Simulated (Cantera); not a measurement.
A closed system holds: 1 mol BN, a varied amount of H₂O, 29 mol N₂, equilibrated at 2075 K and 100000 Pa.

These are equilibrium values from Cantera (NASA tables, ideal gas, pure condensed phases), not measurements of a reactor. Candidate condensed phases: B, BN, B₂O₃, B₃O₃H₃, H₂O; 39 gas species. Rates play no part.

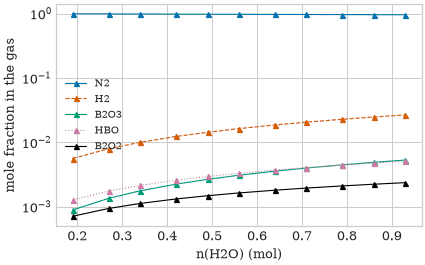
Fig. 1. Equilibrium gas composition (values under 1e-9 drawn at 1e-9)

**Question.** Read off the mole fractions at 0.86 mol H₂O.

**Answer.** N₂ about 0.96, H₂ about 0.025, B₂O₃ about 0.0049, HBO about 0.0048, B₂O₂ about 0.0022.
